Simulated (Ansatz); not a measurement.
CH6AlAsO···H2

```xyz
12

Al   -0.0200    0.0577    0.4040
H    -2.0863    0.2085   -1.1053
C     0.6716    1.3532   -0.8895
O    -0.8294    0.7388    1.7726
H    -1.9922   -0.5571   -1.0728
As    0.3455   -2.3771    0.2481
H     0.0382    2.2640   -0.9198
H     0.7431    0.9381   -1.9157
H     1.6930    1.6739   -0.5920
H    -1.1216    0.2172    2.5362
H     0.7635   -2.4217    1.7325
H     1.7947   -2.0952   -0.1981
```

All numbers below come from Ansatz, RKS PBE-D4/def2-SVP.

> What can the converged electron density and electron localisation function tell about the bonding?

Al–O (1.73 Å): ρ is about 0.78 e/Å³ halfway; the ELF peaks at about 0.85 in the valence shell of O, 0.6 Å from its nucleus, and is about 0.35 at the midpoint.
C–Al (1.96 Å): the density is about 0.71 e/Å³ at the midpoint; the ELF peaks at about 0.95 between the atoms: a shared but strongly polarised pair.
Al–As (2.47 Å): the density is about 0.51 e/Å³ at the midpoint; the ELF peaks at about 0.95 between the atoms; a covalent bond.
O–H (0.97 Å): ρ at the midpoint is about 3.6 e/Å³; the ELF climbs to about 1 towards the hydrogen, as it does in any bond to H (an ordinary covalent bond to hydrogen).

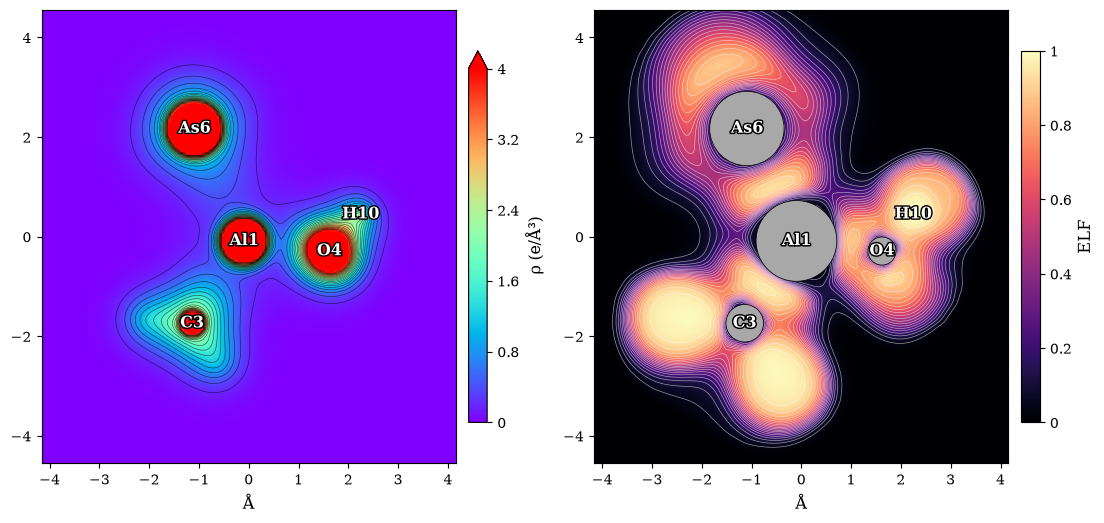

Computed electron density and electron localisation function on the plane of atoms O4, Al1 and As6, in this order. Grey discs cover the atomic cores in the ELF map. 
